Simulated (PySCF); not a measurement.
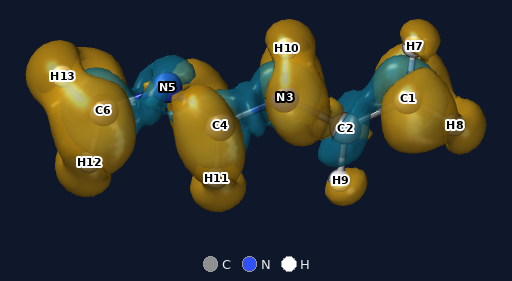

Figure. C₄H₇N₂, doublet, SMILES `C=CN[CH]N=C`. Fukui function f⁻ = ρ(N) − ρ(N−1) at fixed geometry, surfaces at ±0.015 e/Å³ (yellow positive, teal negative).

Level of theory: M06-2X/6-311+G** (PySCF), at a geometry from GFN2-xTB. No frequency check shows the geometry to be a minimum. GFN2-xTB doesn't know the spin state, so this open-shell geometry is rough.

**On which atoms does the density change most on removal of an electron?**

f⁻ (Hirshfeld-condensed) is largest on C6 (0.20), C4 (0.13) and C1 (0.13); the vertical ionisation energy is 6.44 eV (to the singlet cation, which needn't be its lowest state). Condensed values hint at sites of electrophilic attack but needn't mark the atom that reacts. Orbital relaxation makes it negative in places (0.22 e in all).

```
atom     f⁻  charge
  C1  +0.13   −0.15
  C2  +0.03    0.00
  N3  +0.10   −0.10
  C4  +0.13   +0.06
  N5  +0.06   −0.20
  C6  +0.20   −0.05
  H7  +0.04   +0.04
  H8  +0.05   +0.05
  H9  +0.02   +0.06
 H10  +0.04   +0.15
 H11  +0.05   +0.06
 H12  +0.07   +0.04
 H13  +0.07   +0.04
```
